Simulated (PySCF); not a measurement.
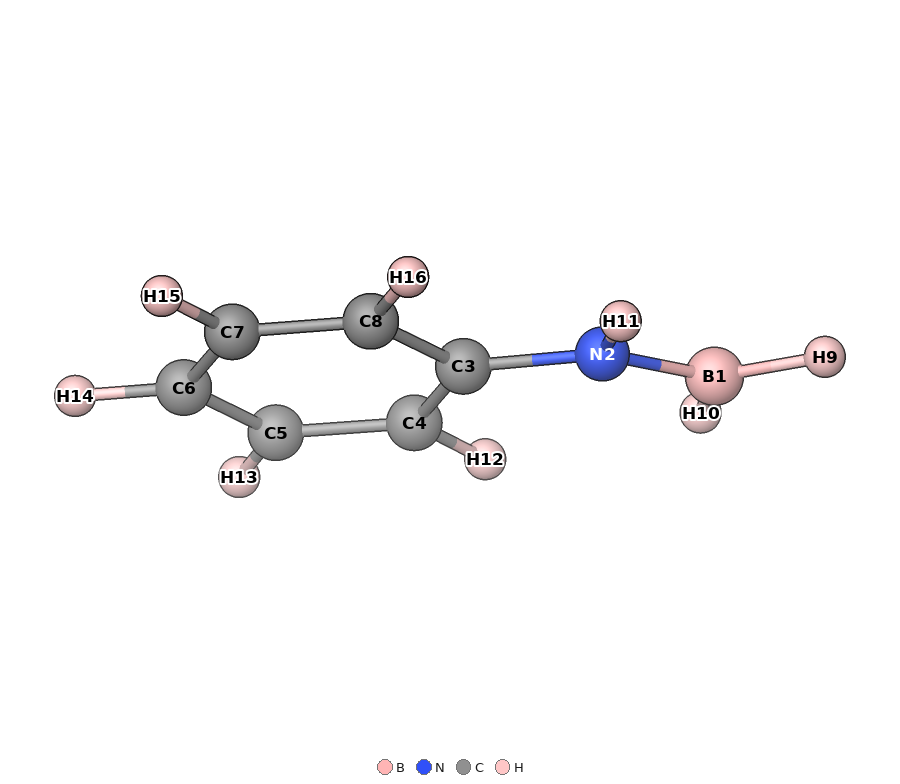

Depth is shown by fading: the farther an atom, the more it takes the colour of the background. Computed geometry: PBE0-D3(BJ)/def2-SVP optimisation. No frequency run is at hand to confirm it as a minimum.

> How is the 6-membered ring C3–C4–C5–C6–C7–C8 puckered?

It is planar. The Cremer–Pople amplitude Q is 0.00 Å.

> Give the torsion angles round the ring, beginning with the bond from its second to its third atom.

0°, 0°, 0°, 0°, 0°, 0°.
